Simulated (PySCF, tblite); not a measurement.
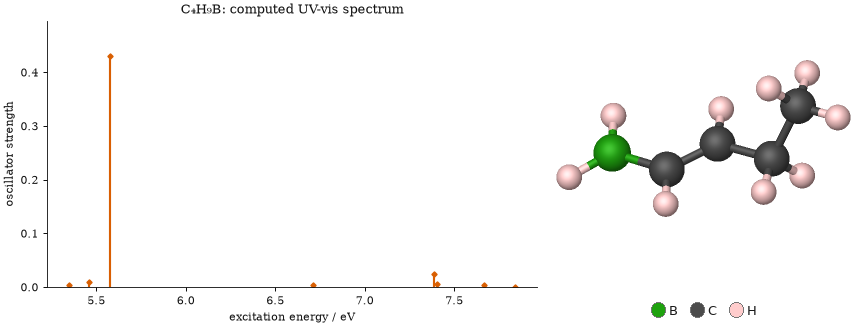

Computed absorption of C₄H₉B, SMILES B/C=C/CC. Vertical TDDFT excitations, B3LYP/def2-SVPD with PySCF 2.14.0, at a GFN2-xTB geometry (a minimum by its frequencies), gas phase. The lowest 8 singlet states are shown.

**Where is the lowest singlet, and is it bright?**

S1 lies at 5.35 eV (232 nm) with f = 0.003, mainly HOMO−1 → LUMO (98 %); it is dark or nearly so.

**List the transitions behind the spectrum.**

```csv
state,E (eV),λ (nm),f,main character
S1,5.35,232,0.003,HOMO−1 → LUMO (98 %)
S2,5.46,227,0.008,HOMO−2 → LUMO (97 %)
S3,5.57,222,0.431,HOMO → LUMO (95 %)
S4,6.71,185,0.003,HOMO−3 → LUMO (93 %)
S5,7.39,168,0.024,HOMO → LUMO+1 (84 %)
S6,7.41,167,0.006,HOMO−4 → LUMO (80 %)
S7,7.67,162,0.003,HOMO−5 → LUMO (78 %)
S8,7.84,158,0.000,HOMO → LUMO+4 (80 %)
```

Known limits of this run: states above the negative HOMO energy depend on the basis; the tight-binding geometry is rougher than a DFT one and adds to the error; one conformer of a flexible molecule; core orbitals are frozen in the response.
